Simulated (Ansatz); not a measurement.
**Platinum, simple cubic: r²SCAN0 after r²SCAN**

Aim: see what exact exchange does to the levels, and what it costs. Spin polarisation is left out. The geometry was relaxed under r²SCAN beforehand and is kept. Exact exchange is dear, so the k-mesh is coarse, and r²SCAN is run on the same mesh for comparison.

Method: DFT, plane waves (500 eV) with PBE-made PAW files, scalar-relativistic; functionals as named at each step, in Ansatz 0.2.0.

## (1) The starting structure

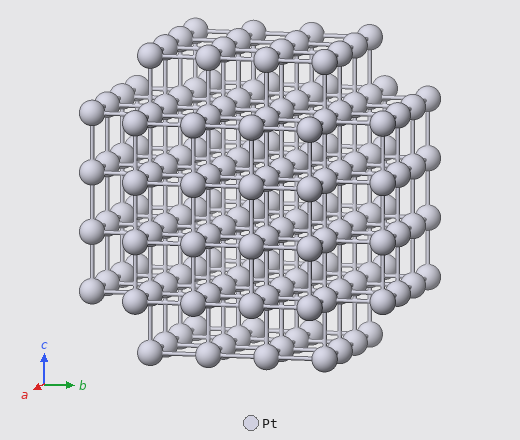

Start, viewed slightly off an axis; platinum light grey. 3×3×3 cells are drawn. Any atoms on the faces are drawn again on the opposite ones, and bonded neighbours outside are added.

Coordinates:

```xyz
1
Lattice="2.6042 0.0000 0.0000 0.0000 2.6042 0.0000 0.0000 0.0000 2.6042" Properties=species:S:1:pos:R:3 pbc="T T T"
Pt    0.0000    0.0000    0.0000
```

## (2) r²SCAN, coarse mesh

The run with r²SCAN.

input.yaml

```yaml
crystal:
  lattice:
    - [2.6041501076, 0.0, 0.0]
    - [0.0, 2.6041501076, 0.0]
    - [0.0, 0.0, 2.6041501076]
  atoms:
    - { symbol: Pt, position: [0.0, 0.0, 0.0] }
hamiltonian:
  xc: r2scan
  pseudopotentials:
    kind: paw
    azcp:
      Pt: "pseudopotentials/Pt.paw.azcp"
basis:
  ecutwfc: 500
  fft_grid_basis: typed
kpoints:
  mp_grid: { grid: [6, 6, 6], shift: [0, 0, 0] }
magnetization:
  spin_polarized: false
scf:
  occupations: { method: fermi_dirac, width: 0.1 }
```

Command:

```console
> ansatz run input.yaml --threads 4 --pin off --max-ram 8192MiB --backend cpu --events-out ev --progress --plain --runs-dir out
```

Log (excerpt; [...] marks lines left out):

```text
Warning: RAYON_NUM_THREADS=4 ignored (pool sized by the plan → 4); use --threads N
[...]
Pseudopotentials: kind: paw
Pseudopotential: Pt, paw, valence charge 18, recommended cutoff 500 eV (meta_gga), <dir>
Functional definition: r2SCAN
[...]
Crystal: 1 atoms, lattice volume = 17.660 Å³
Basis set: ecut = 500 eV, 461 PW (Γ), exchange–correlation on 80×80×80 points (64 copies of the dense FFT grid, shifted against one another)
Bands: 13, of which v1, the nominal top of the filled ones, is band 9 counted from 1 (8 counted from 0)
Symmetry: 48 space group operations
Space group: Pm-3m (ITA 221), of the structure as read, at distance tolerance 2.6e-5 Å
k-points: 20 of 216
[...]
SCF iter   1: F=—  HF=-12536.235243 eV  |F-HF|=—  |Δ(HF+E_count)|=         —  Δρ=1.46e-2  dr2=2.11e-2  dr2_τ=1.23e-2  ethr=1.77e-3  ⟨swp⟩=4.7  Hψ=1380  notcnv=0
[...]
SCF iter   6: F=-12536.240440 eV  HF=-12536.240440 eV  |F-HF|=1.73e-9  |Δ(HF+E_count)|=   2.03e-8  Δρ=6.09e-6  dr2=3.35e-9  dr2_τ=2.93e-10  ethr=5.56e-10  ⟨swp⟩=2.0  Hψ=516  notcnv=0
[...]
SCF converged after 6 iterations
Free energy (F): -12536.240440 eV
[...]
E sigma→0 (E₀):  -12536.205466 eV
Entropy (-TS):   -0.069948 eV (-69.948 meV/atom)
Fermi energy:    18.429887 eV
[...]
```

Wall time 0.48 s (4 threads of Arm Neoverse V1, shared host); peak memory 0.27 GiB.

## (3) r²SCAN0, coarse mesh

The run with r²SCAN0.

Changes to input.yaml since step 2:

```diff
@@ -8,3 +8,3 @@
 hamiltonian:
-  xc: r2scan
+  xc: r2scan0
   pseudopotentials:
```

Command:

```console
> ansatz run input.yaml --threads 4 --pin off --max-ram 8192MiB --backend cpu --events-out ev --progress --plain --runs-dir out
```

Log (excerpt; [...] marks lines left out):

```text
Warning: RAYON_NUM_THREADS=4 ignored (pool sized by the plan → 4); use --threads N
[...]
[... 2 set-up lines as earlier in the session ...]
Functional definition: r2SCAN0
[...]
Crystal: 1 atoms, lattice volume = 17.660 Å³
Basis set: ecut = 500 eV, 461 PW (Γ), exchange–correlation on 80×80×80 points (64 copies of the dense FFT grid, shifted against one another)
Bands: 13, of which v1, the nominal top of the filled ones, is band 9 counted from 1 (8 counted from 0)
[... 2 set-up lines as earlier in the session ...]
k-points: 20 of 216
[...]
SCF iter   1: F=—  HF=-12536.234747 eV  |F-HF|=—  |Δ(HF+E_count)|=         —  Δρ=1.29e-2  dr2=9.14e-3  dr2_τ=9.63e-3  ethr=1.77e-3  ⟨swp⟩=8.3  Hψ=1136  notcnv=0
[...]
Frozen-core exchange: fock
[...]
hybrid outer 6: dexx = +1.530e-9 eV, tail = 3.02e-9 eV, Δε = 4.81e-4 eV (about 3.54e-4 eV left of the loop's levels)
hybrid SCF converged: 6 outer / 32 inner (+7 warm-up), last move |dexx| = 1.53e-9 eV, tail = 3.02e-9 eV
Stability not checked: this state was not tested for a lower state beside it, because the functional holds exact exchange (a hybrid, or Hartree-Fock), whose exchange loop this test does not read (fock_operator; see scf.lower_state_search)
Free energy (F): -12532.402976 eV
Frozen-core exchange: fock
[...]
E sigma→0 (E₀):  -12532.395163 eV
Entropy (-TS):   -0.015626 eV (-15.626 meV/atom)
Fermi energy:    17.863843 eV
[...]
--- Band table (eV; the first three rows and the last of 20) ---
  k-point 0: bands = ["-85.7486", "-37.9631", "-37.9631", "-37.9631", "8.5598", "11.2058", "11.2058", "18.4133", "18.4133", "18.4133", "35.7460"]
[...]
  guard bands above this table: 2 of the run's 13 bands. The solve was not asked for them (output.publish_guard_bands: true or output.eigenvalues: true publishes all)
```

Run time: 7.3 s. Hardware: 4 threads of Arm Neoverse V1, shared host; peak memory 0.85 GiB.

## (4) The functionals compared

```tsv
functional	gap on the mesh	Fermi energy (eV)	SCF cycles	exchange loops	CPU time
r²SCAN	none (levels filled in part)	18.430	6	-	0.99 s
r²SCAN0	none (levels filled in part)	17.864	39	6	19 s
```

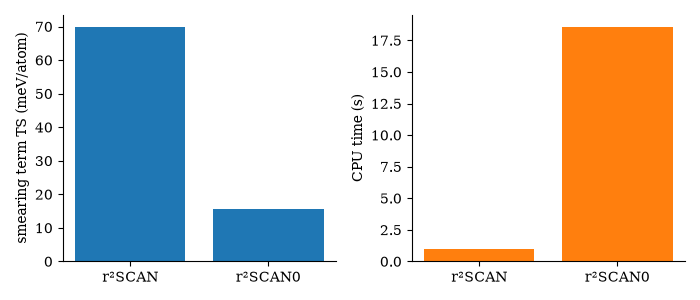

Smearing term and CPU time by functional.

## (5) Summary of results

| quantity | value |
| --- | --- |
| r²SCAN: gap | none (levels filled in part) |
| r²SCAN0: gap | none (levels filled in part) |
| r²SCAN0: SCF cycles, exchange loops | 39, 6 |
| r²SCAN0: CPU time over that of r²SCAN | 19 |

**Reading.** Neither r²SCAN nor r²SCAN0 shows a clean gap on this mesh. r²SCAN0 cost 19 times the CPU time of r²SCAN. r²SCAN0 needed 6 outer loops of the exchange operator. The total energies in the logs cannot be compared from one functional to another.
